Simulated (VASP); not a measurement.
Energy against volume of CdSe (zinc blende). Method: PBE GGA with D4 dispersion, VASP's PBE PAW potentials (set 64) (plane waves; VASP 6.6.1).

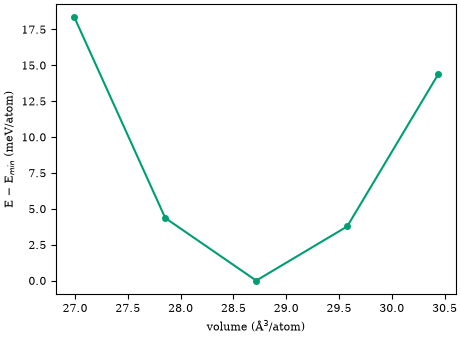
Figure. Energy against volume

**Question.** Estimate the equilibrium volume and the bulk modulus.

**Answer.** The minimum lies near 28.7 Å³/atom, and the curvature gives B0 of about 50 GPa.

Measured: a 6.077 Å (computed value off by +0.8 %), as given by arXiv:1206.3780. The calculation is for a static lattice, while the measured a holds thermal and zero-point effects, which are part of the difference.

The compound is CdSe in the zinc blende structure, whereas wurtzite is the usual form. It was relaxed first.
